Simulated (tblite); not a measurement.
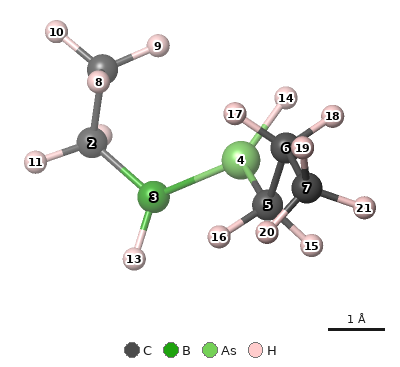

This is the input geometry for a relaxation of C5H14AsB. Style: ball-and-stick. Shown from a free direction.

Method: GFN2-xTB geometry optimisation, gas phase (tblite 0.8.0).

```xyz
21

C    -2.8987    0.8157   -0.2069
C    -3.1891   -0.4957    0.4687
B    -1.7986   -1.2971    0.5105
As   -0.2584   -0.8080   -0.6322
C     1.4697   -0.6752    0.1429
C     2.1995    0.5799   -0.3175
C     3.5603    0.6057    0.3341
H    -2.0659    1.2922    0.3941
H    -2.5115    0.6910   -1.2427
H    -3.7784    1.4902   -0.1362
H    -3.5522   -0.2645    1.4922
H    -3.9279   -1.0646   -0.1299
H    -1.6291   -1.9446    1.4886
H    -0.4707   -0.5678   -2.1068
H     2.0469   -1.5882   -0.0250
H     1.3656   -0.5759    1.2570
H     1.5614    1.4454    0.0014
H     2.2680    0.4798   -1.4158
H     3.9417    1.6458    0.2602
H     3.4729    0.3710    1.4072
H     4.1855   -0.1184   -0.2350
```

### Where does the relaxation end?

After 280 geometry steps the energy has fallen by 197.1 kJ/mol. The largest move after the best rigid fit is that of H14, 2.35 Å. Largest moves by element: H 2.35 Å, As 0.68 Å, C 0.68 Å, B 0.43 Å. Among the contacts that change: As4–C5 1.899 → 1.998 Å, C1–H8 1.132 → 1.090 Å, C2–B3 1.605 → 1.574 Å, C5–H16 1.123 → 1.093 Å. Among the angles between lasting bonds that change: C5–As4–H14 121.1° → 95.4°, B3–As4–H14 119.6° → 95.3°, B3–As4–C5 119.3° → 97.3°.

History of the run:

```json
{"step": "0", "E − E(0), kJ/mol": "0.00"}
{"step": "1", "E − E(0), kJ/mol": "-28.22"}
{"step": "2", "E − E(0), kJ/mol": "-45.69"}
{"step": "3", "E − E(0), kJ/mol": "-52.21"}
{"step": "4", "E − E(0), kJ/mol": "-61.15"}
{"step": "5", "E − E(0), kJ/mol": "-65.25"}
{"step": "6", "E − E(0), kJ/mol": "-73.66"}
{"step": "7", "E − E(0), kJ/mol": "-82.80"}
{"step": "8", "E − E(0), kJ/mol": "-94.81"}
{"step": "9", "E − E(0), kJ/mol": "-107.78"}
{"step": "10", "E − E(0), kJ/mol": "-130.20"}
{"step": "24", "E − E(0), kJ/mol": "-181.10"}
{"step": "38", "E − E(0), kJ/mol": "-185.51"}
{"step": "53", "E − E(0), kJ/mol": "-187.00"}
{"step": "67", "E − E(0), kJ/mol": "-188.48"}
{"step": "81", "E − E(0), kJ/mol": "-190.45"}
{"step": "95", "E − E(0), kJ/mol": "-191.84"}
{"step": "109", "E − E(0), kJ/mol": "-192.35"}
{"step": "124", "E − E(0), kJ/mol": "-192.93"}
{"step": "138", "E − E(0), kJ/mol": "-193.59"}
{"step": "152", "E − E(0), kJ/mol": "-194.02"}
{"step": "166", "E − E(0), kJ/mol": "-194.50"}
{"step": "181", "E − E(0), kJ/mol": "-195.15"}
{"step": "195", "E − E(0), kJ/mol": "-195.76"}
{"step": "209", "E − E(0), kJ/mol": "-196.24"}
{"step": "223", "E − E(0), kJ/mol": "-196.51"}
{"step": "237", "E − E(0), kJ/mol": "-196.65"}
{"step": "252", "E − E(0), kJ/mol": "-196.88"}
{"step": "266", "E − E(0), kJ/mol": "-196.96"}
{"step": "280", "E − E(0), kJ/mol": "-197.08"}
```

Final geometry:

```xyz
21

C    -3.5281    0.5994   -0.3499
C    -3.0569   -0.5847    0.4945
B    -1.5408   -0.9876    0.3715
As   -0.2753   -0.2110   -0.9664
C     1.3920   -0.4048    0.1166
C     2.5394    0.4331   -0.4341
C     3.8103    0.2744    0.3923
H    -3.0232    1.5132   -0.0375
H    -3.2945    0.4273   -1.4023
H    -4.6018    0.7535   -0.2536
H    -3.3117   -0.4000    1.5441
H    -3.6496   -1.4661    0.2193
H    -1.1777   -1.8831    1.0458
H    -0.5276    1.2243   -0.5805
H     1.6699   -1.4632    0.1025
H     1.2012   -0.1336    1.1583
H     2.2419    1.4868   -0.4452
H     2.7384    0.1387   -1.4695
H     4.6149    0.8810   -0.0177
H     3.6376    0.5842    1.4213
H     4.1326   -0.7652    0.3992
```

The end point in the same view:

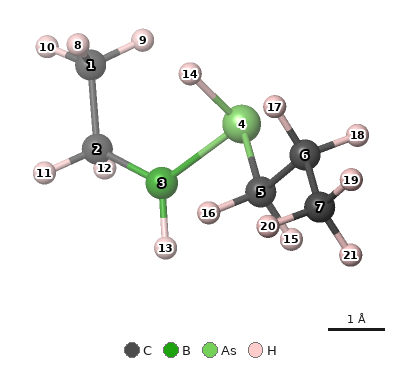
